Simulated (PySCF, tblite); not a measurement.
# C₅H₁₀O₂Si− (doublet): geometry, infrared bands and EPR parameters

What infrared bands and EPR parameters should C₅H₁₀O₂Si− (doublet) (`C=CCC[C]([O-])O[SiH3]`) show?

Computed with tblite 0.8.0 and PySCF 2.14.0, with density-fitted response routines of our own, on a single molecule in the gas phase. Atoms are numbered from 0 throughout.

### Step 1. The molecule as given

18 atoms, charge -1, multiplicity 2; geometry from: force field or distance geometry start.

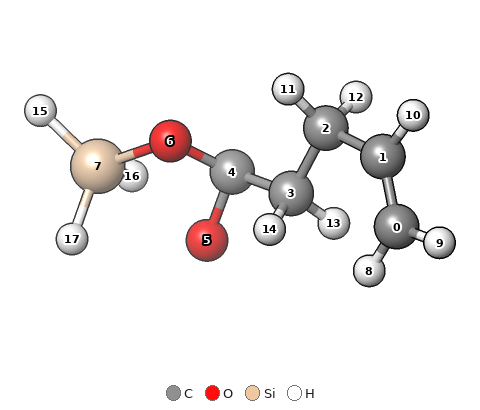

As it starts; carbon grey, oxygen red, silicon light orange, hydrogen white, atoms numbered.

### Step 2. Geometry optimisation with GFN2-xTB

What the job is given:

```
{"job": {"kind": "relax", "xc": "GFN2-xTB", "basis": "xTB"}, "charge": -1, "multiplicity": 2}
C     -2.935600     0.709200    -0.589000
C     -2.577500    -0.413000    -0.008600
C     -1.161800    -0.917300     0.039400
C     -0.313600     0.079300    -0.692000
C      1.150000    -0.318500    -0.717500
O      1.765600     0.735400    -1.442500
O      1.772100    -0.274800     0.517700
Si     3.430000     0.139600     0.190600
H     -2.265000     1.380300    -1.099200
H     -4.008100     1.011200    -0.566500
H     -3.325300    -1.030900     0.490400
H     -0.845100    -1.165900     1.062700
H     -1.149600    -1.864100    -0.538800
H     -0.653000     0.127500    -1.739000
H     -0.472000     1.070200    -0.212900
H      4.355700    -0.469800     1.135100
H      3.673000    -0.379900    -1.184900
H      3.551300     1.587900     0.078500
```

The run is started by

```bash
$ OMP_NUM_THREADS=1 python probes_run.py task.json out
```

The driver reads the jobs from task.json and runs them one after another.

The program printed:

```text
step      E/eV     max force
  0    -701.52527    5.551
  1    -702.20020    2.498
  2    -702.42858    2.631
  3    -702.55992    1.137
  4    -702.65193    0.812
  5    -702.74158    1.042
  6    -702.80441    0.813
  7    -702.86663    0.659
  8    -702.91372    0.695
  9    -702.95500    0.604
 10    -702.98247    0.448
 11    -702.99814    0.288
 12    -703.01049    0.372
 13    -703.02942    0.596
 14    -703.04823    0.573
 15    -703.06581    0.401
 16    -703.07956    0.332
 17    -703.09114    0.331
 18    -703.10113    0.350
 19    -703.10925    0.248
 20    -703.11595    0.180
 21    -703.12217    0.201
 22    -703.12850    0.234
 23    -703.13468    0.252
 24    -703.14063    0.187
 25    -703.14643    0.183
 26    -703.15173    0.230
 27    -703.15598    0.174
 28    -703.15950    0.147
 29    -703.16289    0.156
 30    -703.16642    0.173
 31    -703.16936    0.130
 32    -703.17114    0.109
 33    -703.17228    0.095
 34    -703.17337    0.094
 35    -703.17463    0.109
 36    -703.17591    0.089
 37    -703.17704    0.075
 38    -703.17800    0.085
 39    -703.17880    0.073
 40    -703.17945    0.059
 41    -703.18009    0.075
 42    -703.18085    0.105
 43    -703.18187    0.120
 44    -703.18316    0.107
 45    -703.18458    0.075
 46    -703.18601    0.087
 47    -703.18744    0.096
 48    -703.18889    0.103
 49    -703.19033    0.086
 50    -703.19191    0.090
 51    -703.19380    0.101
 52    -703.19586    0.121
 53    -703.19818    0.143
 54    -703.20138    0.156
 55    -703.20557    0.331
 56    -703.20989    0.305
 57    -703.21125    0.424
 58    -703.22779    0.239
 59    -703.23993    0.262
 60    -703.26646    0.430
 61    -703.28562    0.399
 62    -703.29058    0.840
 63    -703.30839    0.210
 64    -703.31298    0.271
 65    -703.31852    0.268
 66    -703.32291    0.265
 67    -703.32859    0.172
 68    -703.33171    0.213
 69    -703.33456    0.133
 70    -703.33710    0.109
 71    -703.33891    0.116
 72    -703.34061    0.128
 73    -703.34233    0.128
 74    -703.34389    0.096
 75    -703.34547    0.110
 76    -703.34742    0.109
 77    -703.34991    0.118
 78    -703.35241    0.121
 79    -703.35449    0.102
 80    -703.35632    0.119
 81    -703.35841    0.133
 82    -703.36128    0.143
 83    -703.36361    0.150
 84    -703.36755    0.141
 85    -703.37031    0.127
 86    -703.37461    0.154
 87    -703.37642    0.117
 88    -703.38095    0.142
 89    -703.38478    0.151
 90    -703.38955    0.247
 91    -703.39559    0.199
 92    -703.40177    0.237
 93    -703.40757    0.291
 94    -703.41315    0.299
 95    -703.42073    0.171
 96    -703.42833    0.234
 97    -703.43436    0.173
 98    -703.44065    0.168
 99    -703.44309    0.271
100    -703.44612    0.322
101    -703.45383    0.145
102    -703.45927    0.179
103    -703.47003    0.253
104    -703.47529    0.243
105    -703.48071    0.162
106    -703.48684    0.261
107    -703.49327    0.360
108    -703.50874    0.460
109    -703.51605    0.422
110    -703.52503    0.364
111    -703.52967    0.215
112    -703.53339    0.156
113    -703.53566    0.140
114    -703.53949    0.140
115    -703.54232    0.115
116    -703.54362    0.077
117    -703.54432    0.066
118    -703.54484    0.061
119    -703.54537    0.045
120    -703.54588    0.051
121    -703.54625    0.043
122    -703.54654    0.046
123    -703.54680    0.050
124    -703.54714    0.050
125    -703.54769    0.061
126    -703.54844    0.078
127    -703.54923    0.071
128    -703.54994    0.075
129    -703.55076    0.097
130    -703.55209    0.114
131    -703.55453    0.128
132    -703.55839    0.142
133    -703.56308    0.147
134    -703.56727    0.113
135    -703.56902    0.076
136    -703.56972    0.069
137    -703.57021    0.050
138    -703.57057    0.056
139    -703.57091    0.046
140    -703.57125    0.054
141    -703.57228    0.082
142    -703.57300    0.097
143    -703.57412    0.108
144    -703.57525    0.123
145    -703.57671    0.117
146    -703.57829    0.102
147    -703.57987    0.087
148    -703.58130    0.078
149    -703.58276    0.092
150    -703.58410    0.097
151    -703.58485    0.101
152    -703.58589    0.123
153    -703.58710    0.073
154    -703.58795    0.051
155    -703.58899    0.046
156    -703.58958    0.053
157    -703.58986    0.059
158    -703.59004    0.031
159    -703.59022    0.025
160    -703.59035    0.033
161    -703.59047    0.031
162    -703.59059    0.040
163    -703.59068    0.026
164    -703.59078    0.025
165    -703.59090    0.021
166    -703.59102    0.019
167    -703.59112    0.021
168    -703.59122    0.028
169    -703.59130    0.025
170    -703.59138    0.019
171    -703.59143    0.013
172    -703.59147    0.013
173    -703.59150    0.019
174    -703.59154    0.018
175    -703.59160    0.017
176    -703.59165    0.012
177    -703.59168    0.012
178    -703.59171    0.012
179    -703.59173    0.014
180    -703.59176    0.014
181    -703.59181    0.017
182    -703.59187    0.020
183    -703.59196    0.030
184    -703.59209    0.038
185    -703.59230    0.044
186    -703.59255    0.054
187    -703.59280    0.050
188    -703.59297    0.032
189    -703.59307    0.020
190    -703.59317    0.024
191    -703.59327    0.026
192    -703.59336    0.020
193    -703.59342    0.012
194    -703.59345    0.011
195    -703.59347    0.016
196    -703.59350    0.013
197    -703.59351    0.008
```

It took 1.4 s on 1 thread of Arm Neoverse V2, shared host; peak memory 0.18 GiB.

Along the way: (not every step is listed)

| step | energy from step 0 (eV) | largest force (eV/Å) |
| --- | --- | --- |
| 0 | 0.0000 | 5.5509 |
| 1 | -0.6749 | 2.4983 |
| 2 | -0.9033 | 2.6310 |
| 3 | -1.0347 | 1.1371 |
| 4 | -1.1267 | 0.8115 |
| 5 | -1.2163 | 1.0421 |
| 6 | -1.2791 | 0.8128 |
| 7 | -1.3414 | 0.6590 |
| 8 | -1.3885 | 0.6948 |
| 26 | -1.6265 | 0.2303 |
| 44 | -1.6579 | 0.1072 |
| 62 | -1.7653 | 0.8400 |
| 80 | -1.8311 | 0.1187 |
| 98 | -1.9154 | 0.1677 |
| 116 | -2.0184 | 0.0775 |
| 134 | -2.0420 | 0.1131 |
| 152 | -2.0606 | 0.1234 |
| 170 | -2.0661 | 0.0190 |
| 188 | -2.0677 | 0.0322 |
| 192 | -2.0681 | 0.0205 |
| 193 | -2.0682 | 0.0124 |
| 194 | -2.0682 | 0.0114 |
| 195 | -2.0682 | 0.0156 |
| 196 | -2.0682 | 0.0132 |
| 197 | -2.0682 | 0.0085 |

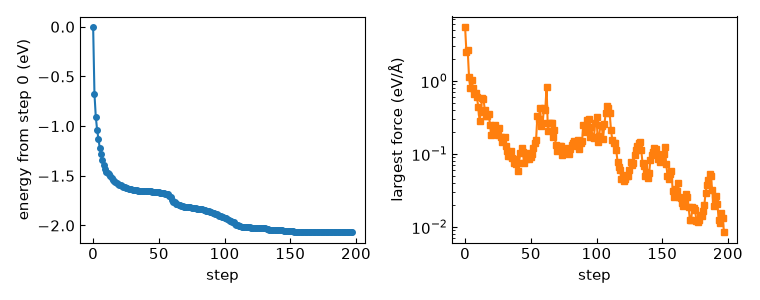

Energy and largest force along the relaxation.

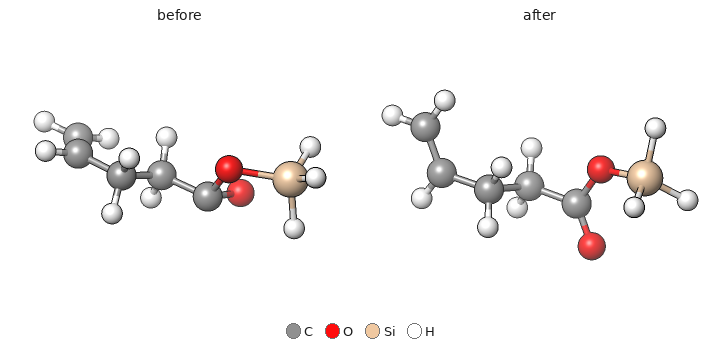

Before and after, at one scale.

Close pairs (by a distance rule), those that changed most:

| bond | before (Å) | after (Å) | change (Å) |
| --- | --- | --- | --- |
| C4–O5 | 1.420 | 1.255 | -0.165 |
| O6–Si7 | 1.740 | 1.604 | -0.136 |
| C2–C3 | 1.499 | 1.593 | +0.094 |
| C0–C1 | 1.313 | 1.357 | +0.044 |
| C3–C4 | 1.517 | 1.478 | -0.038 |
| C0–H9 | 1.114 | 1.078 | -0.036 |
| C1–C2 | 1.504 | 1.473 | -0.031 |
| C3–H14 | 1.112 | 1.092 | -0.020 |

The final coordinates are the input of the step that follows.

### Step 3. Vibrational analysis with GFN2-xTB

What the job is given:

```
{"job": {"kind": "ir", "xc": "GFN2-xTB", "basis": "xTB"}, "charge": -1, "multiplicity": 2}
C     -3.161865     0.248713     0.494553
C     -2.489554    -0.425107    -0.473154
C     -1.038380    -0.675506    -0.456243
C     -0.234704     0.469817    -1.217548
C      1.221711     0.216601    -1.241887
O      1.854054    -0.446659    -2.098867
O      1.832734     0.567439    -0.038396
Si     3.266154     0.097614     0.506730
H     -2.679356     0.537628     1.413511
H     -4.203051     0.509673     0.390918
H     -3.009429    -0.674926    -1.392147
H     -0.654755    -0.700077     0.565839
H     -0.786424    -1.614680    -0.954398
H     -0.612238     0.518523    -2.240691
H     -0.453192     1.405681    -0.698514
H      3.345645     0.878350     1.746768
H      3.404932    -1.340522     0.805033
H      4.388959     0.433755    -0.387924
```

The program printed:

```text
mode    cm-1     km/mol
  1      36.0      1.02
  2      52.3      1.96
  3      57.8      0.51
  4     101.7      5.49
  5     113.4      1.30
  6     146.0      2.08
  7     195.3      2.64
  8     261.9      1.69
  9     342.9      0.46
 10     412.9      0.75
 11     466.9     32.45
 12     515.8     39.91
 13     550.0     56.19
 14     568.7     38.96
 15     638.0     15.56
 16     647.4     64.38
 17     716.5    215.03
 18     732.6     88.33
 19     799.0    113.01
 20     806.5     37.38
 21     832.6     67.16
 22     850.9    417.60
 23     858.7     58.20
 24     936.2     21.57
 25     985.5    102.67
 26    1003.3    221.45
 27    1063.3     47.09
 28    1114.1      7.79
 29    1194.4      5.17
 30    1232.7      3.51
 31    1254.8      6.34
 32    1271.9     95.48
 33    1288.8     41.10
 34    1412.0    143.82
 35    1451.0      5.65
 36    1482.9      0.24
 37    1558.6   1506.99
 38    1617.8    252.94
 39    2080.7    461.80
 40    2139.7    689.57
 41    2202.9    385.45
 42    2944.7      2.16
 43    2956.4     97.01
 44    2964.1      6.78
 45    2973.7     85.80
 46    3008.1    134.80
 47    3070.7     79.63
 48    3093.7    144.35
```

Run time: 0.56 s. Hardware: 1 thread of Arm Neoverse V2, shared host; peak memory 0.18 GiB.

Which atoms move in the most intense modes:

| cm⁻¹ | km/mol | atoms |
| --- | --- | --- |
| 716 | 215.0 | H15 57 %, H17 29 % |
| 851 | 417.6 | H17 39 %, H16 34 % |
| 1003 | 221.4 | O6 41 %, C2 13 %, Si7 11 % |
| 1559 | 1507.0 | C4 44 %, O5 20 %, C1 14 %, C0 10 % |
| 1618 | 252.9 | C1 32 %, C0 25 %, C4 20 %, O5 11 % |
| 2081 | 461.8 | H16 59 %, H17 37 % |
| 2140 | 689.6 | H17 55 %, H16 35 % |
| 2203 | 385.4 | H15 89 % |

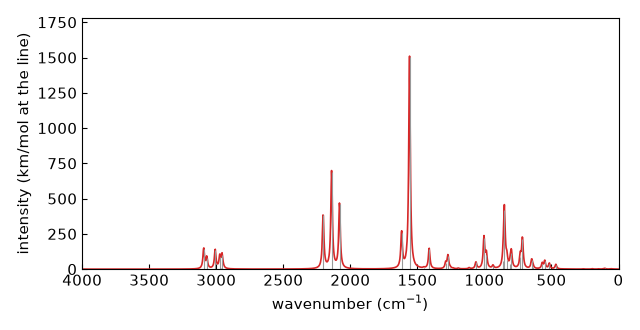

The infrared spectrum from these modes, unscaled. Lines are broadened to a width of 14 cm⁻¹ (Lorentzian).

### Step 4. EPR parameters: B3LYP/pcH-1

Settings changed since step 3:

```diff
@@ -1,2 +1,2 @@
-{"job": {"kind": "ir", "xc": "GFN2-xTB", "basis": "xTB"}, "charge": -1, "multiplicity": 2}
+{"job": {"kind": "epr", "basis": "pcH-1"}, "charge": -1, "multiplicity": 2}
 C     -3.161865     0.248713     0.494553
```

With the program's defaults for keys left out, this is: UKS B3LYP, pcH-1 on C H O Si, non-relativistic, mean-field spin-orbit, GIAO.

The program printed:

```text
UKS, coarse grid
  cycle   1  E = -636.26150232  |g| = 8.13e-01
  cycle   2  E = -635.23273290  |g| = 1.65e+00
  cycle   3  E = -636.45429801  |g| = 3.76e-01
  cycle   4  E = -636.49083356  |g| = 2.17e-01
  cycle   5  E = -636.50290541  |g| = 1.62e-01
  cycle   6  E = -636.52007331  |g| = 3.25e-02
  cycle   7  E = -636.52049668  |g| = 1.20e-02
  cycle   8  E = -636.52056265  |g| = 3.55e-03
  cycle   9  E = -636.52057026  |g| = 2.39e-03
  cycle  10  E = -636.52057382  |g| = 1.12e-03
  cycle  11  E = -636.52057486  |g| = 6.21e-04
UKS, final grid
  cycle   1  E = -636.52054663  |g| = 1.14e-03
  cycle   2  E = -636.52054271  |g| = 2.75e-03
  cycle   3  E = -636.52054715  |g| = 6.60e-04
  cycle   4  E = -636.52054740  |g| = 6.57e-05
  cycle   5  E = -636.52054740  |g| = 4.64e-05
  cycle   6  E = -636.52054740  |g| = 3.05e-05
  cycle   7  E = -636.52054740  |g| = 6.16e-06
E = -636.52054740 Eh   <S^2> = 0.7545 (exact 0.7500)
g shifts (ppm)      1          2          3
  rmc          -192       -192       -192
  gc              3         21         32
  oz_so         -75       1125       1778
  total        -265        954       1618
hyperfine (MHz)  atom isotope    a_iso     a_fc   dipolar eigenvalues
    0   13C      14.71      14.74    -17.25    -16.46     33.72
    1   13C      13.42      13.45    -13.08    -11.82     24.89
    2   13C      54.21      54.21     -3.82     -2.81      6.63
    3   13C      38.75      38.76     -2.50     -0.66      3.16
    4   13C      68.16      68.21    -39.08    -37.06     76.14
    5   17O     -21.35     -21.38    -64.51     31.37     33.14
    6   17O     -21.73     -21.76     -4.81      2.19      2.62
    7  29Si     -13.19     -13.28     -6.04      2.49      3.55
    8    1H     -13.99     -13.99     -8.19      0.74      7.45
    9    1H     -13.98     -13.99     -9.32      0.89      8.43
   10    1H      -9.14      -9.14     -5.66     -1.00      6.66
   11    1H       2.90       2.90     -3.84      1.64      2.19
   12    1H       5.63       5.63     -4.70      2.03      2.67
   13    1H      14.85      14.85     -4.48     -1.05      5.53
   14    1H      17.43      17.44     -4.85     -1.23      6.08
   15    1H      -4.03      -4.03     -1.43     -0.70      2.13
   16    1H      14.07      14.06     -1.35     -1.02      2.37
   17    1H       6.62       6.62     -1.34     -0.90      2.24
```

Run time: 2 min. Hardware: 1 thread of Arm Neoverse V2, shared host; peak memory 1.1 GiB.

Principal g values 2.00205, 2.00327, 2.00394; g(iso) = 2.00309, against 2.00232 for a free electron.

Hyperfine couplings; where a row names several nuclei, a(iso) is their mean (it holds for fast rotation or exchange) and the dipolar term the largest among them:

| nuclei | isotope | a(iso) (MHz) | a(iso) (G, at g = 2.0023) | largest dipolar term (MHz) |
| --- | --- | --- | --- | --- |
| C4 | 13C | 68.2 | 24.3 | 76.1 |
| C2 | 13C | 54.2 | 19.3 | 6.6 |
| C3 | 13C | 38.8 | 13.8 | 3.2 |
| O6 | 17O | -21.7 | -7.8 | -4.8 |
| O5 | 17O | -21.4 | -7.6 | -64.5 |
| H13, H14 | 1H | 16.1 | 5.8 | 6.1 |
| C0 | 13C | 14.7 | 5.2 | 33.7 |
| H8 | 1H | -14.0 | -5.0 | -8.2 |
| H9 | 1H | -14.0 | -5.0 | -9.3 |
| C1 | 13C | 13.4 | 4.8 | 24.9 |
| Si7 | 29Si | -13.2 | -4.7 | -6.0 |
| H10 | 1H | -9.1 | -3.3 | 6.7 |
| H15, H16, H17 | 1H | 5.6 | 2.0 | 2.4 |
| H11, H12 | 1H | 4.3 | 1.5 | -4.7 |

Mulliken spin populations:

C0 0.24; C1 0.12; C2 0.05; C3 0.00; C4 0.38; O5 0.17; O6 -0.01; Si7 0.07; H8 -0.01; H9 -0.01; H10 -0.01; H11 0.00; H12 0.00; H13 0.00; H14 0.01; H15 0.00; H16 0.01; H17 0.00

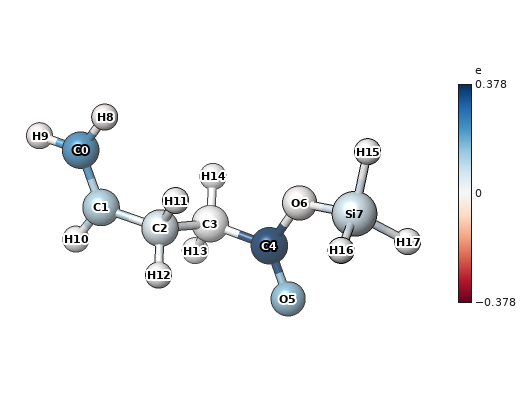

Mulliken spin populations, as colours on the atoms.

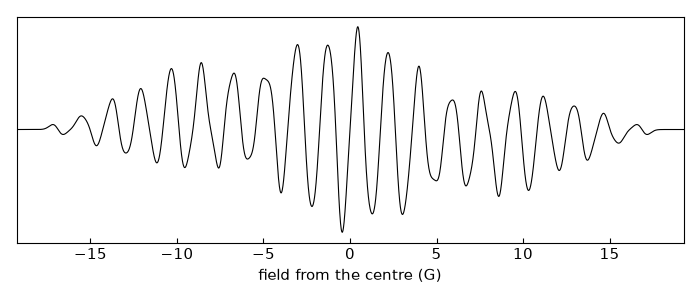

First-order isotropic spectrum (first derivative, main isotopes with spin only, couplings over 0.8 MHz, Gaussian width 0.3 G; couplings of the frozen geometry, rotation of groups not averaged beyond the rows shown).

The fields below are evaluated on a grid from the run's orbitals.

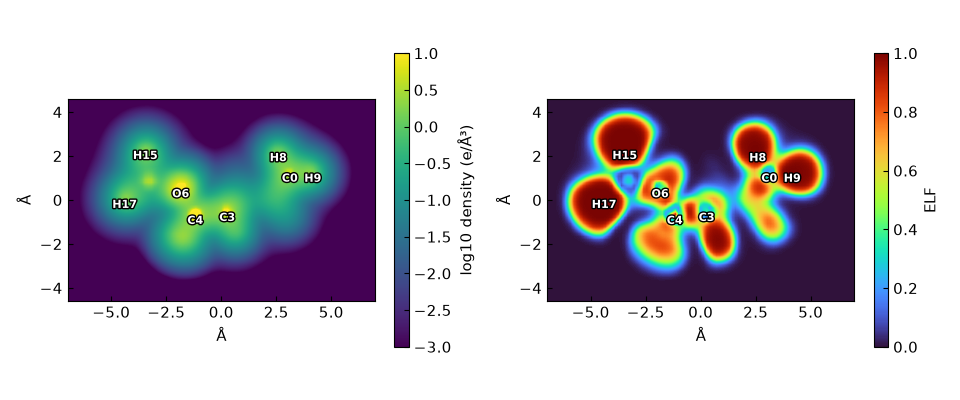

Density (left) and ELF (right) in a plane through or near 8 of the atoms.

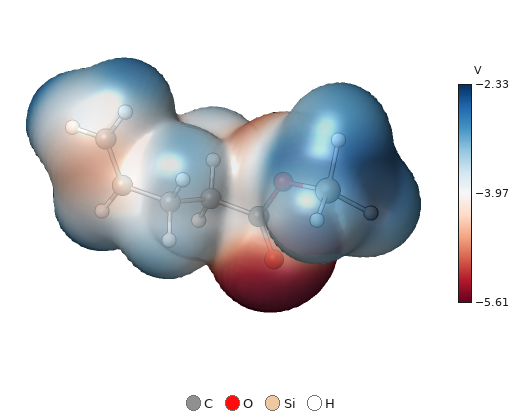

Electrostatic potential on the surface of density 0.002 e/bohr³; red is low, blue high. It runs from -5.61 V near O5 to -2.33 V near H15.

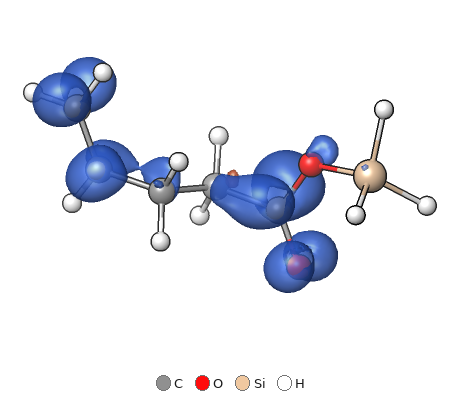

Spin density at ±0.03 e/Å³ (alpha excess blue, beta excess red).

### Step 5. Results

| quantity | value |
| --- | --- |
| strongest single infrared mode (GFN2-xTB) | 1559 cm⁻¹, 1507 km/mol |
| zero-point energy (GFN2-xTB) | 81.5 kcal/mol |
| g(iso) (B3LYP) | 2.00309 |
| ⟨S²⟩ | 0.754 (exact 0.75) |
| largest a(iso) (averaged by class) | 13C on C4, 68.2 MHz |

In words: The optimisation took 197 steps and gained 2.068 eV; among the close pairs (by a distance rule), C4–O5 changed most, from 1.420 to 1.255 Å. All 48 modes are real, so the xTB geometry is a minimum. The strongest single mode, at 1559 cm⁻¹, is spread over several atoms, C4, O5, C1, C0 among them. GFN2-xTB is a fitted tight-binding method: band positions and strengths are rough. Its intensities can rank the bands wrongly. C4 carries the largest spin population, 0.38 e. The isotropic g lies 0.8 ppt above the free-electron value. The records flag this anion as possibly unbound in the gas phase, so the basis may hold the extra electron. These values are for one conformer; the search (at its own cheap level) found 2 more, at 0.00, 1.42 kcal/mol (those within 0.05 may be mirror or relabelled copies), and measured spectra average over such forms.
